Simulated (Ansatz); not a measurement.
# [SiPH4]− (SMILES [SiH2-]P): levels of theory compared

Wanted: a comparison of 6 runs (HF/STO-3G, HSE06/STO-3G, PBE/STO-3G, UPBE0/STO-3G, CCSD(T)/STO-3G, UCCSD(T)/STO-3G) of [SiPH4]−. 

The results are computed with Ansatz 0.2.0.

**1. Starting point**

[SiPH4]− has 6 atoms, charge -1, and is taken as a singlet. SMILES: `[SiH2-]P`. The H5–P2 distance was set to 3.438 Å, away from the relaxed value. At this shape a bond of the SMILES string is far longer than usual.

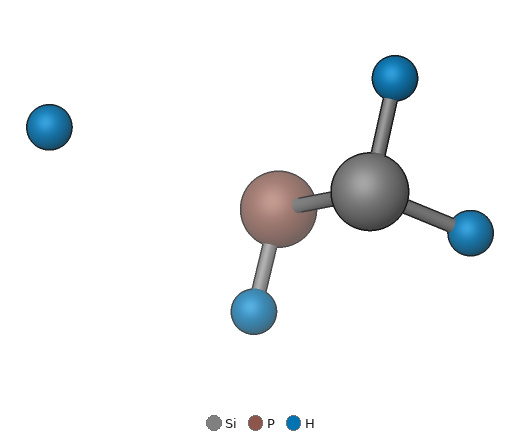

Viewed from a chosen angle; silicon grey, phosphorus brown, hydrogen blue.

**2. A single-point energy at HF/STO-3G (run 1)**

Input file in.yaml:

```yaml
crystal:
  periodic: [false, false, false]
  atoms:
    - {symbol: Si, position_ang: [-0.786307, -1.760948, 1.416027]}
    - {symbol: P, position_ang: [-1.499187, 0.330282, 1.681247]}
    - {symbol: H, position_ang: [-1.531047, -2.341688, 2.585507]}
    - {symbol: H, position_ang: [-1.786037, -2.149208, 0.362787]}
    - {symbol: H, position_ang: [0.407400, 1.565440, -0.899820]}
    - {symbol: H, position_ang: [-0.524607, 0.650632, 2.597487]}
basis:
  gaussian: {orbitals: STO-3G}
total_charge: -1
hamiltonian: {xc: hf}
accuracy: high
```

The run is started by

```sh
$ ansatz run in.yaml --threads 1 --pin off --max-ram 2610MiB --events-out events.jsonl --progress --plain --runs-dir runs
```

The log of the run:

```text
Warning: RAYON_NUM_THREADS=1 ignored (pool sized by the plan → 1); use --threads N
Functional definition: HF
  name "HF"
  exchange = exact_x
  correlation = 0
387 factors; integrals over basis functions are off by at most 2.6e-9 eV
mean field evaluation 1: about -16986.8239 eV, gradient 1.1e1 eV
mean field evaluation 2: about -16986.8503 eV, gradient 1.0e1 eV
mean field evaluation 4: about -16988.2454 eV, gradient 5.9e0 eV
mean field evaluation 8: about -16989.0320 eV, gradient 1.8e0 eV
mean field evaluation 16: about -16989.0621 eV, gradient 2.4e-8 eV
mean field -16989.06212342 eV, -624.3365174356 hartree, gradient 5.3e-8 eV, S^2 0.000000; 0 other end points of the search recorded, 0 dependent functions left out
reference -16989.06212342 eV, -624.3365174356 hartree; 17, 17 occupied and 5, 5 virtual orbitals, 387 factors
Total energy: -16989.06212342 eV, -624.3365174356 hartree
```

It took 0.14 s on 1 thread of AMD EPYC 9R14 (Zen 4), shared host.

**3. A single-point energy at HSE06/STO-3G (run 2)**

Input file input.yaml:

```yaml
crystal:
  periodic: [false, false, false]
  atoms:
    - {symbol: Si, position_ang: [-0.786307, -1.760948, 1.416027]}
    - {symbol: P, position_ang: [-1.499187, 0.330282, 1.681247]}
    - {symbol: H, position_ang: [-1.531047, -2.341688, 2.585507]}
    - {symbol: H, position_ang: [-1.786037, -2.149208, 0.362787]}
    - {symbol: H, position_ang: [0.407400, 1.565440, -0.899820]}
    - {symbol: H, position_ang: [-0.524607, 0.650632, 2.597487]}
basis:
  gaussian:
    orbitals: STO-3G
hamiltonian:
  xc: {name: HSE06}
total_charge: -1
accuracy: high
```

The run is started by

```sh
$ ansatz run input.yaml --threads 1 --pin off --max-ram 2610MiB --events-out events.jsonl --progress --plain --runs-dir runs
```

The log of the run:

```text
Warning: RAYON_NUM_THREADS=1 ignored (pool sized by the plan → 1); use --threads N
Functional definition: HSE06
  name "HSE06"
  parameter a = 0.25
  parameter omega = 0.11/bohr
  exchange = pbe_x - a*pbe_x_sr(omega) + a*exact_x_sr(omega)
  correlation = pbe_c
387 factors; integrals over basis functions are off by at most 2.6e-9 eV
66 factors; integrals over basis functions are off by at most 1.2e-9 eV
mean field evaluation 1: about -17010.9822 eV, gradient 2.1e1 eV
mean field evaluation 2: about -16996.2631 eV, gradient 3.0e1 eV
mean field evaluation 4: about -17001.5905 eV, gradient 1.7e1 eV
mean field evaluation 8: about -17014.6985 eV, gradient 1.2e1 eV
mean field evaluation 16: about -17017.1716 eV, gradient 8.2e-7 eV
mean field -17017.17160447 eV, -625.3695218112 hartree, gradient 2.1e-8 eV, S^2 0.000000; 0 other end points of the search recorded, 0 dependent functions left out
reference -17017.17160663 eV, -625.3695218904 hartree; 17, 17 occupied and 5, 5 virtual orbitals, 387 factors
Total energy: -17017.17160663 eV, -625.3695218904 hartree
```

Wall time 1.1 s (1 thread of AMD EPYC 9R14 (Zen 4), shared host); peak memory 0.12 GiB.

Runs 3 to 5 aren't shown in full; the table further down has their settings and results.

**4. A single-point energy at UCCSD(T)/STO-3G (run 6)**

Input file molecule.yaml:

```yaml
crystal:
  periodic: [false, false, false]
  atoms:
    - {symbol: Si, position_ang: [-0.786307, -1.760948, 1.416027]}
    - {symbol: P, position_ang: [-1.499187, 0.330282, 1.681247]}
    - {symbol: H, position_ang: [-1.531047, -2.341688, 2.585507]}
    - {symbol: H, position_ang: [-1.786037, -2.149208, 0.362787]}
    - {symbol: H, position_ang: [0.407400, 1.565440, -0.899820]}
    - {symbol: H, position_ang: [-0.524607, 0.650632, 2.597487]}
basis:
  gaussian:
    orbitals: STO-3G
total_charge: -1
magnetization:
  spin_polarized: true
correlation:
  method: ccsd_t
  frozen_orbitals: {H: 0, P: 5, Si: 5}
accuracy: high
scf:
  omitted_lower_state_checks: [cluster_reference, increment]
```

The run is started by

```sh
$ ansatz run molecule.yaml --threads 1 --pin off --max-ram 2610MiB --events-out events.jsonl --progress --plain --runs-dir runs
```

The log of the run:

```text
Warning: RAYON_NUM_THREADS=1 ignored (pool sized by the plan → 1); use --threads N
[... 15 lines left out ...]
10 core orbitals not correlated: weight in the atoms' cores, before any rotation towards them, 1.000 or more for the frozen orbitals, at most 0.000 for the correlated occupied ones
[... 42 lines left out ...]
Total energy: -16995.42113879 eV, -624.5702069402 hartree
Checks for a lower state left out: cluster_reference, increment
```

Wall time 0.44 s (1 thread of AMD EPYC 9R14 (Zen 4), shared host).

**5. All runs side by side**

| run | level | frozen core orbitals | energy (Eh) | wall time |
| --- | --- | --- | --- | --- |
| 1 | HF/STO-3G | – | -624.336517 | 0.14 s |
| 2 | HSE06/STO-3G | – | -625.369522 | 1.1 s |
| 3 | PBE/STO-3G | – | -625.318734 | 0.95 s |
| 4 | UPBE0/STO-3G | – | -625.423833 | 4.2 s |
| 5 | CCSD(T)/STO-3G | 10 | -624.583303 | 0.2 s |
| 6 | UCCSD(T)/STO-3G | 10 | -624.570207 | 0.44 s |

**6. Summary of results**

| quantity | value |
| --- | --- |
| run 6: total energy | -624.57021 Eh |
| run 6: correlation energy (10 core orbitals frozen) | -78.6 mEh |
| run 6: (T) correction | -0.56 mEh |
| run 6: ⟨S²⟩ of the reference determinant | 1.003 |
| run 6: T1 diagnostic | 0.024 |

What this shows: Below the HF energy at the same shape and in the same basis (STO-3G): CCSD(T) -246.8 mEh; UCCSD(T) -233.7 mEh. Some of these start from another determinant than that one, so these aren't their correlation energies. Totals of different functionals can't be ranked against each other. In run 5 the T1 diagnostic is large, so a single reference may not serve. In run 5 the log says that unrestricted orbitals would lower the reference, so the values rest on an unstable closed-shell determinant (other closed-shell runs at this shape may share the fault). In runs 1, 2, 3, 4, 5, 6 the basis is minimal, so the values are rough. Spin contamination of the reference: run 6 ⟨S²⟩ = 1.00, run 4 ⟨S²⟩ = 0.89. Where it is this large, the reference is a mixture of spin states, and values that rest on it are in doubt. All runs together took 7.1 s, the longest 4.2 s.
